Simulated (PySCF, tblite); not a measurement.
**C₅H₁₂B₂N radical: geometry, infrared bands and EPR parameters**

Aim: predict the infrared bands and EPR parameters of C₅H₁₂B₂N radical (`BN(BCC=C)[CH]C`).

The runs use tblite 0.8.0 and PySCF 2.14.0, with density-fitted response routines of our own; the level of theory stands in each step. All values are computed, except where a source is named. Atoms are numbered from 0 throughout.

**1. The molecule as given**

20 atoms, charge 0, multiplicity 2; geometry from: force field or distance geometry start.

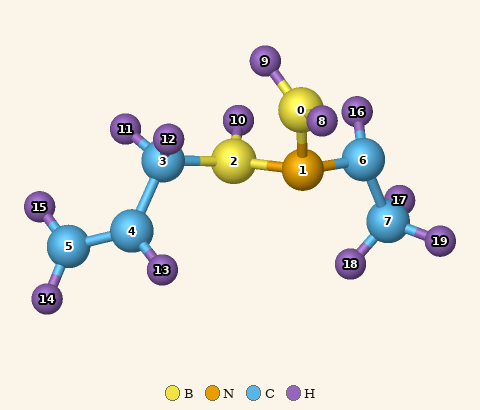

As it starts; boron yellow, nitrogen amber, carbon blue, hydrogen purple, atoms numbered; sticks join atoms by distance.

**2. Relaxing the molecule with GFN2-xTB**

Job settings and geometry (Å):

```
{"job": {"kind": "relax", "xc": "GFN2-xTB", "basis": "xTB"}, "charge": 0, "multiplicity": 2}
B     -1.072600    -1.975800    -0.145100
N     -1.070300    -0.460800     0.158900
B      0.028900     0.086900    -0.764900
C      1.475700    -0.493100    -0.702400
C      2.359500     0.188700     0.282700
C      3.496000     0.794000    -0.099100
C     -2.376600     0.016700    -0.126000
C     -2.741600     1.333900     0.479600
H     -1.215700    -2.717500     0.742900
H     -0.643000    -2.347900    -1.183300
H     -0.389300     0.345500    -1.871700
H      1.942500    -0.397600    -1.686600
H      1.490200    -1.582200    -0.391100
H      2.048400     0.190800     1.330000
H      4.121100     1.300800     0.647600
H      3.776800     0.772100    -1.142000
H     -2.557700    -0.065500    -1.204500
H     -3.229200     1.906900    -0.361400
H     -1.887300     1.870800     0.897500
H     -3.561000     1.244000     1.252000
```

The run is started by

```
$ OMP_NUM_THREADS=1 python probes_run.py task.json out
```

One launch serves the whole session: the jobs run in the order shown.

Standard output:

```text
step      E/eV     max force
  0    -600.60563    2.773
  1    -600.92440    1.584
  2    -601.09670    1.602
  3    -601.19524    1.260
  4    -601.31584    0.732
  5    -601.38764    0.827
  6    -601.52035    1.565
  7    -601.65419    1.807
  8    -601.81588    1.394
  9    -601.99371    1.072
 10    -602.16057    1.116
 11    -602.31187    1.094
 12    -602.42572    0.932
 13    -602.51208    0.816
 14    -602.58230    0.879
 15    -602.63995    0.514
 16    -602.68791    0.432
 17    -602.70514    0.348
 18    -602.72758    0.297
 19    -602.74042    0.255
 20    -602.75317    0.260
 21    -602.76477    0.281
 22    -602.77640    0.224
 23    -602.78761    0.233
 24    -602.79754    0.218
 25    -602.80660    0.213
 26    -602.81509    0.194
 27    -602.82267    0.196
 28    -602.83162    0.208
 29    -602.84471    0.298
 30    -602.86250    0.359
 31    -602.88122    0.297
 32    -602.89855    0.266
 33    -602.91403    0.295
 34    -602.92811    0.256
 35    -602.94013    0.236
 36    -602.94827    0.224
 37    -602.95320    0.230
 38    -602.95927    0.208
 39    -602.96586    0.170
 40    -602.97205    0.233
 41    -602.97755    0.182
 42    -602.98279    0.202
 43    -602.98849    0.178
 44    -602.99473    0.214
 45    -603.00110    0.211
 46    -603.00845    0.196
 47    -603.01596    0.188
 48    -603.02325    0.169
 49    -603.02918    0.164
 50    -603.03429    0.177
 51    -603.03890    0.144
 52    -603.04378    0.138
 53    -603.04798    0.136
 54    -603.05143    0.131
 55    -603.05490    0.118
 56    -603.05793    0.125
 57    -603.06061    0.121
 58    -603.06302    0.108
 59    -603.06488    0.105
 60    -603.06696    0.108
 61    -603.06934    0.149
 62    -603.07192    0.130
 63    -603.07401    0.105
 64    -603.07585    0.112
 65    -603.07808    0.114
 66    -603.08078    0.136
 67    -603.08334    0.101
 68    -603.08528    0.100
 69    -603.08693    0.096
 70    -603.08852    0.100
 71    -603.09007    0.085
 72    -603.09155    0.090
 73    -603.09321    0.095
 74    -603.09491    0.087
 75    -603.09650    0.076
 76    -603.09779    0.075
 77    -603.09903    0.072
 78    -603.10044    0.089
 79    -603.10231    0.100
 80    -603.10470    0.101
 81    -603.10737    0.138
 82    -603.10971    0.117
 83    -603.11148    0.105
 84    -603.11276    0.076
 85    -603.11356    0.056
 86    -603.11400    0.052
 87    -603.11455    0.054
 88    -603.11498    0.030
 89    -603.11523    0.028
 90    -603.11540    0.029
 91    -603.11561    0.032
 92    -603.11587    0.034
 93    -603.11616    0.034
 94    -603.11643    0.036
 95    -603.11674    0.038
 96    -603.11713    0.042
 97    -603.11764    0.044
 98    -603.11822    0.043
 99    -603.11879    0.056
100    -603.11936    0.062
101    -603.11998    0.060
102    -603.12067    0.058
103    -603.12130    0.045
104    -603.12181    0.041
105    -603.12222    0.041
106    -603.12258    0.034
107    -603.12294    0.037
108    -603.12332    0.041
109    -603.12373    0.036
110    -603.12411    0.034
111    -603.12436    0.026
112    -603.12451    0.026
113    -603.12464    0.033
114    -603.12481    0.037
115    -603.12511    0.030
116    -603.12524    0.024
117    -603.12537    0.026
118    -603.12552    0.033
119    -603.12572    0.039
120    -603.12591    0.033
121    -603.12606    0.025
122    -603.12618    0.026
123    -603.12634    0.027
124    -603.12656    0.035
125    -603.12676    0.035
126    -603.12690    0.025
127    -603.12699    0.024
128    -603.12708    0.021
129    -603.12718    0.023
130    -603.12728    0.023
131    -603.12737    0.023
132    -603.12747    0.022
133    -603.12759    0.023
134    -603.12771    0.024
135    -603.12780    0.026
136    -603.12788    0.026
137    -603.12798    0.024
138    -603.12812    0.028
139    -603.12830    0.031
140    -603.12849    0.031
141    -603.12865    0.027
142    -603.12879    0.021
143    -603.12894    0.021
144    -603.12910    0.026
145    -603.12925    0.029
146    -603.12940    0.028
147    -603.12956    0.026
148    -603.12974    0.026
149    -603.12993    0.030
150    -603.13008    0.030
151    -603.13021    0.023
152    -603.13033    0.025
153    -603.13042    0.019
154    -603.13049    0.018
155    -603.13055    0.020
156    -603.13061    0.020
157    -603.13067    0.016
158    -603.13071    0.012
159    -603.13073    0.010
```

Run time: 1.3 s. Hardware: 1 thread of AMD EPYC 7B13, shared host; peak memory 0.18 GiB.

Along the way: (not every step is listed)

| step | energy from step 0 (eV) | largest force (eV/Å) |
| --- | --- | --- |
| 0 | 0.0000 | 2.7727 |
| 1 | -0.3188 | 1.5839 |
| 2 | -0.4911 | 1.6016 |
| 3 | -0.5896 | 1.2601 |
| 4 | -0.7102 | 0.7323 |
| 5 | -0.7820 | 0.8270 |
| 6 | -0.9147 | 1.5648 |
| 7 | -1.0486 | 1.8068 |
| 8 | -1.2102 | 1.3936 |
| 22 | -2.1708 | 0.2243 |
| 36 | -2.3426 | 0.2243 |
| 50 | -2.4287 | 0.1769 |
| 64 | -2.4702 | 0.1120 |
| 78 | -2.4948 | 0.0894 |
| 92 | -2.5102 | 0.0338 |
| 106 | -2.5169 | 0.0335 |
| 120 | -2.5203 | 0.0327 |
| 134 | -2.5221 | 0.0244 |
| 148 | -2.5241 | 0.0257 |
| 154 | -2.5249 | 0.0181 |
| 155 | -2.5249 | 0.0198 |
| 156 | -2.5250 | 0.0203 |
| 157 | -2.5250 | 0.0158 |
| 158 | -2.5251 | 0.0117 |
| 159 | -2.5251 | 0.0101 |

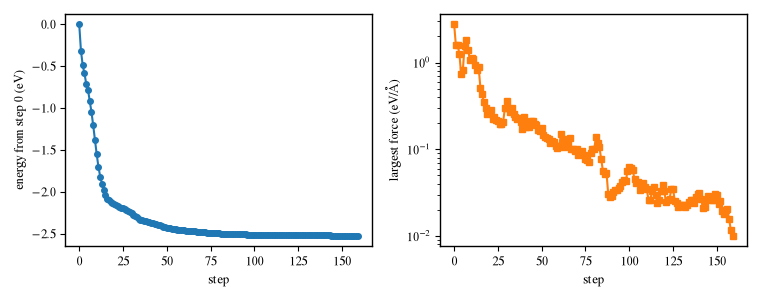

Energy and force, step by step.

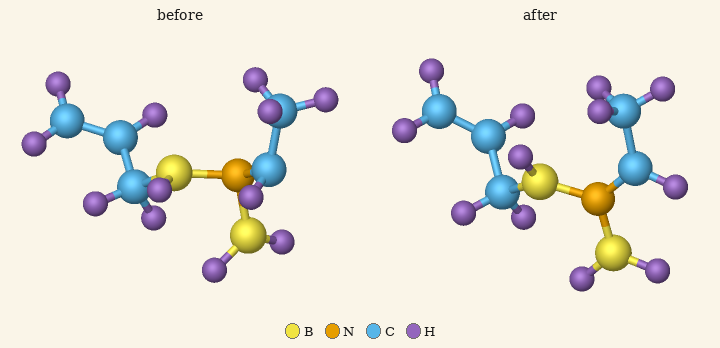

The geometry before (left) and after (right).

Distances of close pairs at the start and the end, largest changes first:

| bond | before (Å) | after (Å) | change (Å) |
| --- | --- | --- | --- |
| B0–N1 | 1.545 | 1.429 | -0.116 |
| N1–B2 | 1.537 | 1.450 | -0.087 |
| N1–C6 | 1.420 | 1.359 | -0.060 |
| C3–H12 | 1.133 | 1.090 | -0.043 |
| C7–H19 | 1.130 | 1.088 | -0.041 |
| B2–H10 | 1.211 | 1.174 | -0.037 |
| C7–H17 | 1.128 | 1.095 | -0.033 |
| B2–C3 | 1.560 | 1.590 | +0.030 |

The end geometry stands in the next job.

**3. Infrared spectrum with GFN2-xTB**

Job settings and geometry (Å):

```
{"job": {"kind": "ir", "xc": "GFN2-xTB", "basis": "xTB"}, "charge": 0, "multiplicity": 2}
B     -1.267859    -2.190860    -0.519522
N     -1.168301    -0.776208    -0.343477
B      0.011170    -0.090547    -0.835210
C      1.482719    -0.660250    -0.641855
C      2.225875     0.271186     0.270088
C      3.151624     1.131636    -0.113414
C     -2.250172    -0.066747     0.074093
C     -2.210236     1.388326     0.345814
H     -2.303671    -2.709990    -0.341995
H     -0.338495    -2.807037    -0.861594
H     -0.119277     0.955002    -1.352477
H      2.009989    -0.701373    -1.597465
H      1.495417    -1.656493    -0.200523
H      1.938352     0.215882     1.313107
H      3.644291     1.789494     0.582695
H      3.457651     1.212913    -1.143713
H     -3.165209    -0.609226     0.242373
H     -2.333173     1.976049    -0.570401
H     -1.251299     1.673580     0.781846
H     -3.014544     1.665343     1.024571
```

Standard output:

```text
mode    cm-1     km/mol
  1     -19.8      0.21
  2      56.4      0.70
  3      79.8      0.35
  4     137.7      0.36
  5     166.8      0.64
  6     217.4      0.13
  7     236.4      0.89
  8     296.3      1.28
  9     303.7      0.26
 10     395.7      1.04
 11     413.2      1.72
 12     452.7      1.69
 13     498.0      2.45
 14     531.7     17.95
 15     622.2      7.08
 16     715.3     52.40
 17     776.9     41.46
 18     811.7    105.44
 19     873.0     13.84
 20     881.9     36.04
 21     911.0     10.71
 22     950.1      8.53
 23     971.8      7.68
 24     998.1      5.04
 25    1022.8      6.66
 26    1025.6     11.85
 27    1055.8     59.38
 28    1127.0     22.86
 29    1140.8      5.35
 30    1180.1     32.12
 31    1194.8     34.66
 32    1225.7     58.52
 33    1264.2     71.67
 34    1294.3    158.97
 35    1298.0     52.49
 36    1376.8     24.70
 37    1400.9     15.91
 38    1413.7      8.67
 39    1462.9      6.32
 40    1466.6      1.27
 41    1482.1      2.92
 42    1707.8     38.18
 43    2607.5    124.96
 44    2620.9    154.10
 45    2681.9    121.21
 46    2908.6     30.48
 47    2971.5     31.17
 48    2981.6     21.66
 49    2998.6     32.76
 50    3025.0     27.96
 51    3041.1     51.30
 52    3095.8     26.94
 53    3101.4     29.86
 54    3119.3     63.10
```

Wall time 0.81 s (1 thread of AMD EPYC 7B13, shared host); peak memory 0.18 GiB.

The strongest bands and the atoms that carry them (share of the mass-weighted mode):

| cm⁻¹ | km/mol | atoms |
| --- | --- | --- |
| 812 | 105.4 | H8 39 %, H9 32 %, B0 27 % |
| 1056 | 59.4 | H12 24 %, C3 21 %, H13 11 % |
| 1264 | 71.7 | H16 23 %, B0 23 %, H8 17 %, N1 17 % |
| 1294 | 159.0 | H13 33 %, N1 21 % |
| 2608 | 125.0 | H10 92 % |
| 2621 | 154.1 | H8 87 % |
| 2682 | 121.2 | H9 86 % |
| 3119 | 63.1 | H14 54 %, H15 34 % |

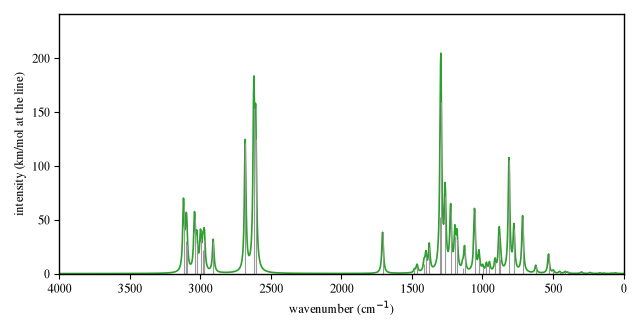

The infrared spectrum from these modes, unscaled. Lines are broadened to a width of 14 cm⁻¹ (Lorentzian).

**4. EPR parameters: B3LYP/pcH-1**

Same as in step 3 but for these lines:

```diff
@@ -1,2 +1,2 @@
-{"job": {"kind": "ir", "xc": "GFN2-xTB", "basis": "xTB"}, "charge": 0, "multiplicity": 2}
+{"job": {"kind": "epr", "basis": "pcH-1"}, "charge": 0, "multiplicity": 2}
 B     -1.267859    -2.190860    -0.519522
```

With the program's defaults for keys left out, this is: UKS B3LYP, pcH-1 on B C H N, non-relativistic, mean-field spin-orbit, GIAO.

Standard output:

```text
UKS, coarse grid
  cycle   1  E = -302.14774943  |g| = 3.53e-01
  cycle   2  E = -302.14177840  |g| = 3.82e-01
  cycle   3  E = -302.21607762  |g| = 4.08e-02
  cycle   4  E = -302.21661900  |g| = 2.97e-02
  cycle   5  E = -302.21701192  |g| = 8.38e-03
  cycle   6  E = -302.21705183  |g| = 3.22e-03
  cycle   7  E = -302.21705985  |g| = 1.74e-03
  cycle   8  E = -302.21706104  |g| = 7.67e-04
UKS, final grid
  cycle   1  E = -302.21707825  |g| = 1.27e-03
  cycle   2  E = -302.21707652  |g| = 2.30e-03
  cycle   3  E = -302.21707903  |g| = 1.18e-04
  cycle   4  E = -302.21707903  |g| = 3.53e-05
  cycle   5  E = -302.21707904  |g| = 2.06e-05
E = -302.21707904 Eh   <S^2> = 0.7558 (exact 0.7500)
g shifts (ppm)      1          2          3
  rmc          -128       -128       -128
  gc             -1         25         25
  oz_so         -28        342        457
  total        -158        238        354
hyperfine (MHz)  atom isotope    a_iso     a_fc   dipolar eigenvalues
    0   11B      12.68      12.68     -7.63     -5.31     12.95
    1   14N      -8.75      -8.75     -1.73      0.48      1.26
    2   11B      11.14      11.14     -6.39     -4.08     10.46
    3   13C      -3.84      -3.84     -0.38     -0.06      0.44
    4   13C       6.69       6.69     -0.65     -0.25      0.90
    5   13C       0.31       0.31     -0.56     -0.25      0.81
    6   13C      81.89      81.89    -72.95    -71.04    143.99
    7   13C     -30.46     -30.46     -1.73     -0.09      1.82
    8    1H      -8.03      -8.03     -2.41     -1.96      4.37
    9    1H     -11.18     -11.18     -4.55     -0.80      5.35
   10    1H      -8.73      -8.73     -2.65     -1.33      3.98
   11    1H      11.91      11.91     -1.17     -0.97      2.14
   12    1H       0.32       0.32     -1.44     -1.13      2.56
   13    1H      -0.06      -0.06     -1.08     -0.81      1.88
   14    1H      -0.36      -0.36     -0.46     -0.33      0.79
   15    1H      -0.39      -0.39     -0.46     -0.33      0.79
   16    1H     -58.32     -58.32    -33.36     -0.64     34.00
   17    1H     129.25     129.25     -4.66     -2.93      7.59
   18    1H      44.16      44.16     -4.19     -3.06      7.25
   19    1H      25.31      25.31     -4.59     -3.54      8.14
```

Run time: 75 s. Hardware: 1 thread of AMD EPYC 7B13, shared host; peak memory 0.98 GiB.

Principal g values 2.00216, 2.00256, 2.00267; g(iso) = 2.00246, against 2.00232 for a free electron.

Mean a(iso) over the nuclei that a row names, and the largest dipolar term of the row (other rows stand at the frozen geometry):

| nuclei | isotope | a(iso) (MHz) | a(iso) (G, at g = 2.0023) | largest dipolar term (MHz) |
| --- | --- | --- | --- | --- |
| C6 | 13C | 81.9 | 29.2 | 144.0 |
| H17, H18, H19 | 1H | 66.2 | 23.6 | 8.1 |
| H16 | 1H | -58.3 | -20.8 | 34.0 |
| C7 | 13C | -30.5 | -10.9 | 1.8 |
| B0 | 11B | 12.7 | 4.5 | 12.9 |
| B2 | 11B | 11.1 | 4.0 | 10.5 |
| H8, H9 | 1H | -9.6 | -3.4 | 5.3 |
| N1 | 14N | -8.8 | -3.1 | -1.7 |
| H10 | 1H | -8.7 | -3.1 | 4.0 |
| C4 | 13C | 6.7 | 2.4 | 0.9 |
| H11, H12 | 1H | 6.1 | 2.2 | 2.6 |
| C3 | 13C | -3.8 | -1.4 | 0.4 |
| H15 | 1H | -0.4 | -0.1 | 0.8 |
| H14 | 1H | -0.4 | -0.1 | 0.8 |

Mulliken spin populations:

B0 0.14; N1 -0.06; B2 0.13; C3 -0.01; C4 0.00; C5 0.01; C6 0.85; C7 -0.08; H8 -0.01; H9 -0.01; H10 -0.01; H11 0.01; H12 0.00; H13 0.00; H14 0.00; H15 0.00; H16 -0.04; H17 0.05; H18 0.02; H19 0.01

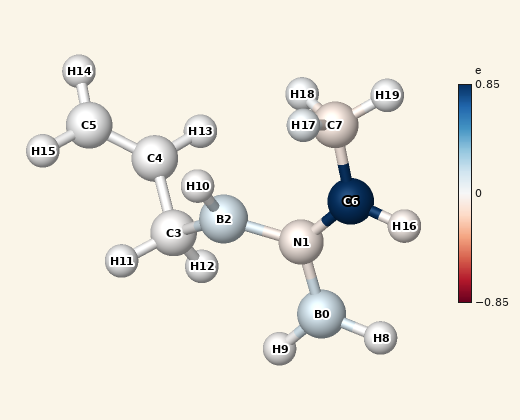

Mulliken spin populations, as colours on the atoms.

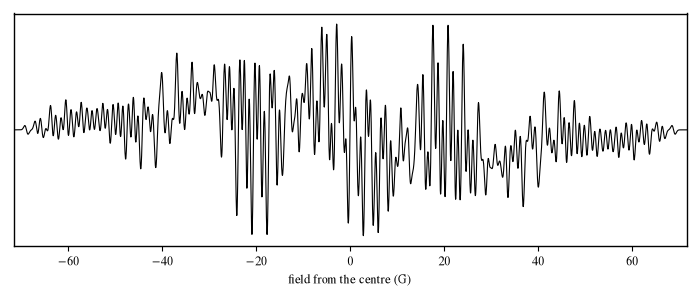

First-order isotropic spectrum (first derivative, main isotopes with spin only, couplings over 0.8 MHz, Gaussian width 0.3 G; couplings of the frozen geometry, rotation of groups not averaged beyond the rows shown).

The fields below are evaluated on a grid from the run's orbitals.

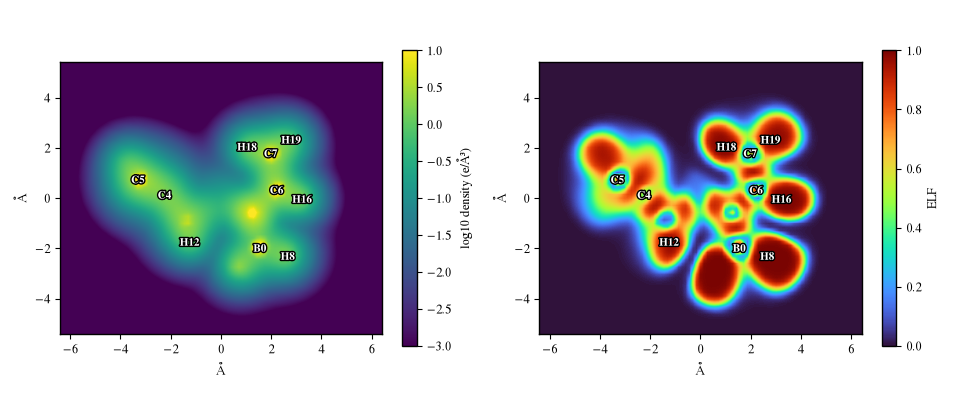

Density (left) and ELF (right) in a plane through or near 10 of the atoms.

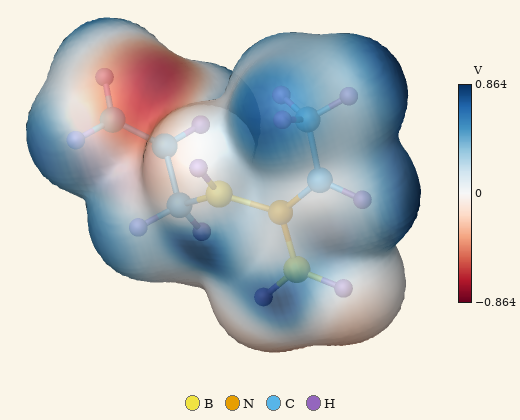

Electrostatic potential on the surface of density 0.002 e/bohr³; red is low, blue high. It runs from -0.70 V near C5 to 0.86 V near H18.

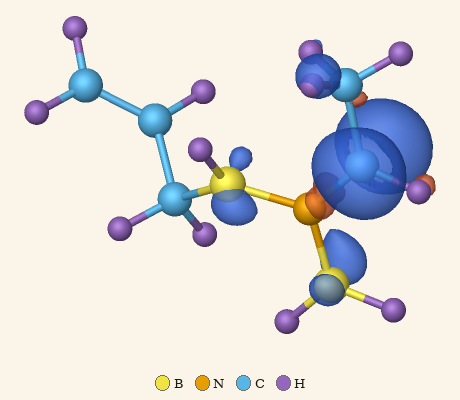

Spin density at ±0.04 e/Å³ (alpha excess blue, beta excess red).

**5. What came out**

```
                                                                  quantity                  value
                                 strongest single infrared mode (GFN2-xTB)  1294 cm⁻¹, 159 km/mol
                                              zero-point energy (GFN2-xTB)         100.9 kcal/mol
                                                            g(iso) (B3LYP)                2.00246
                                                                      ⟨S²⟩     0.756 (exact 0.75)
                                        largest a(iso) (averaged by class)    13C on C6, 81.9 MHz
potential on the surface of density 0.002 e/bohr³, 1st and 99th percentile     -0.70 V and 0.86 V
```

The optimisation took 159 steps and gained 2.525 eV; among the close pairs (by a distance rule), B0–N1 changed most, from 1.545 to 1.429 Å. The lowest mode is slightly imaginary (20i cm⁻¹), a soft motion within the noise of the Hessian, so the minimum is not strictly shown. Unscaled tight-binding wavenumbers are off by several per cent, some by more. Its intensities can rank the bands wrongly. C6 carries the largest spin population, 0.85 e. The isotropic g lies 0.1 ppt above the free-electron value. These values are for one conformer; the search (at its own cheap level) found 2 more, at 0.07, 2.35 kcal/mol, and measured spectra average over such forms.
